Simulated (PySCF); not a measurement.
Vertical excitations of a molecule C3H8OSi from TDDFT-B3LYP/def2-SVPD (PySCF), as energy in eV (oscillator strength): 6.62 (0.009), 7.16 (0.006), 7.34 (0.010), 7.50 (0.007), 7.68 (0.001), 7.73 (0.006), 7.75 (0.022), 7.95 (0.035), 8.06 (0.045), 8.12 (0.025). Lowest triplet (TDA): 6.42 eV. Geometry optimised at r2SCAN-D4/def2-SVP. Other conformers were not sampled.

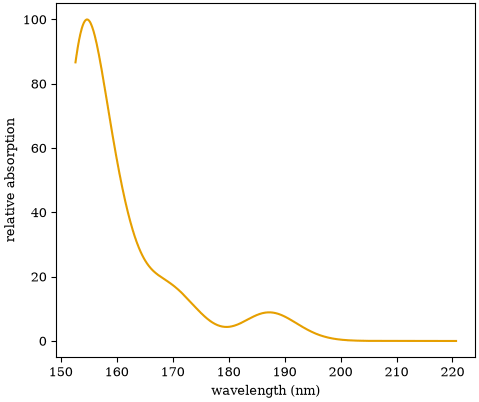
Figure: The lines broadened by 0.4 eV.

Question: Which structure fits?
(A) CC[SiH2]C=O
(B) O[C@H]1C[C@H]1[SiH3]
(C) C[SiH](C)C=O
(D) CC(=O)C[SiH3]

Answer: B, O[C@H]1C[C@H]1[SiH3]
